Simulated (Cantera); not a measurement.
Charge: 1 mol CsOH, 1 mol H2, 0.6 mol O2, equilibrated at 1.00 bar.

These are equilibrium values from Cantera (NASA tables, ideal gas, pure condensed phases), not measurements of a reactor. Candidate condensed phases: Cs, CsOH, H2O; 15 gas species. Condensed phases not in the tables: the peroxide. Equilibrium is a limit: real reactors are often held back by kinetics, nucleation or transport.

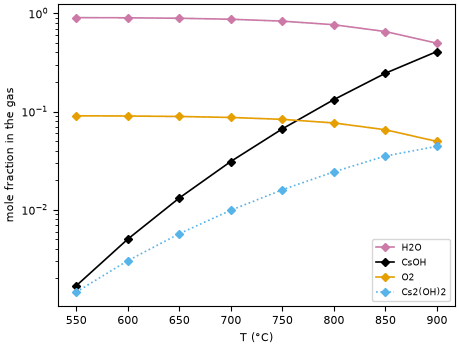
Figure: Equilibrium gas composition (values under 1e-9 drawn at 1e-9)

Question: Read off the mole fractions at 800 °C.

Answer: H2O about 0.77, CsOH about 0.13, O2 about 0.077, Cs2(OH)2 about 0.024.
